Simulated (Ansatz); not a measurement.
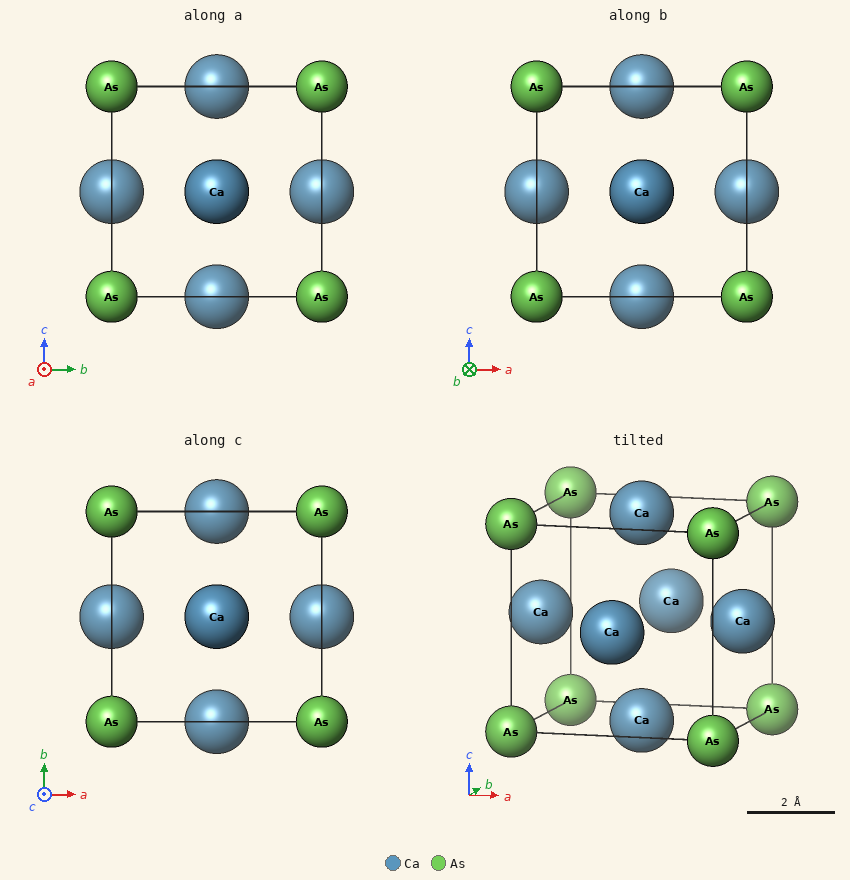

Shown here is a spheres-only view of the crystal, taken along the a axis, along the b axis, along the c axis and slightly off an axis. Thin lines show the conventional unit cell, with boundary atoms drawn in all their periodic places.

Lattice parameters: a = 4.8539 Å, b = 4.8539 Å, c = 4.8539 Å, α = 90.000°, β = 90.000°, γ = 90.000°.

Reconstruct the structure as a CIF in P1 with every atom of the cell.

```cif
data_structure
_symmetry_space_group_name_H-M 'P 1'
_symmetry_Int_Tables_number 1
_cell_length_a 4.8539
_cell_length_b 4.8539
_cell_length_c 4.8539
_cell_angle_alpha 90.000
_cell_angle_beta 90.000
_cell_angle_gamma 90.000
_cell_volume 114.36
loop_
_atom_site_label
_atom_site_type_symbol
_atom_site_fract_x
_atom_site_fract_y
_atom_site_fract_z
_atom_site_occupancy
Ca1 Ca 0.0000 0.5000 0.5000 1
Ca2 Ca 0.5000 0.0000 0.5000 1
Ca3 Ca 0.5000 0.5000 0.0000 1
As1 As 0.0000 0.0000 0.0000 1
```

Starting structure: a structure type filled with these elements by a generator (whether the compound takes this form wasn't checked). Earlier steps of the study may have refined or changed the cell and positions. It went into a calculation with Ansatz.
